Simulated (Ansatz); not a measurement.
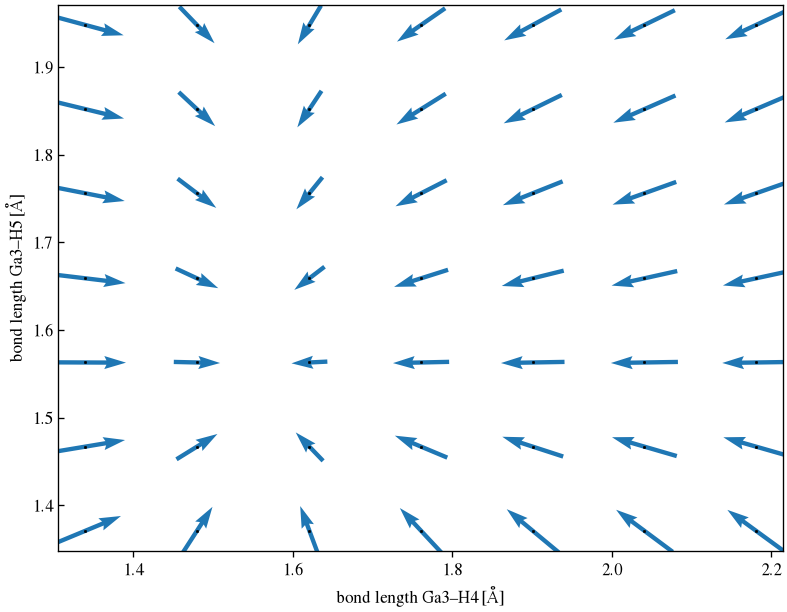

C2H2Ga, SMILES [C]#[C][GaH2], spin multiplicity 2. 
- Coordinates scanned: (1) bond length Ga3–H4; (2) bond length Ga3–H5.
- Nothing is relaxed (all other coordinates rigid).
- Grid: 7 × 7 points.
- Points are written as (first, second).
- Method: UKS PBE0-D4/def2-TZVP in Ansatz 0.2.0.

The picture shows dots at the grid points, arrows along the force (downhill), their lengths compressed.

> The arrows alone are given. Where is the energy lowest?

The arrows converge at about (1.56 Å, 1.558 Å) (read from the interpolated surface).

The energy map of the same scan:

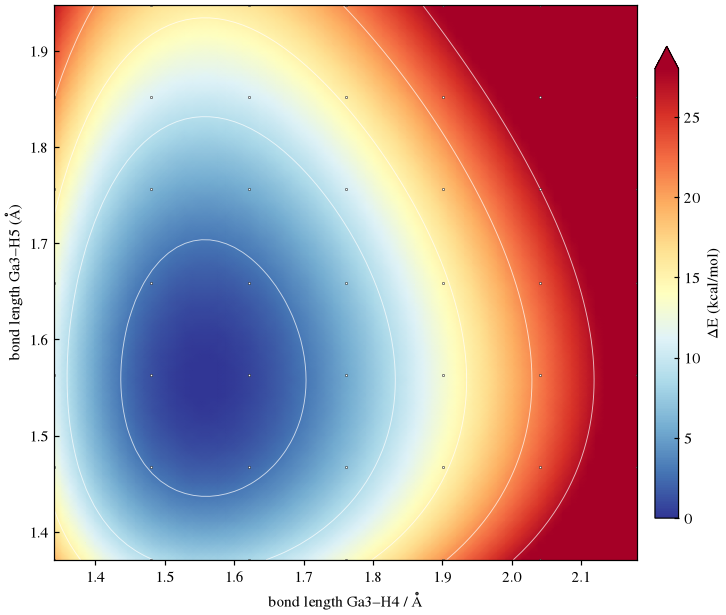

Energies are in kcal/mol, from the relaxed molecule at the same level; between grid points the surface is interpolated.
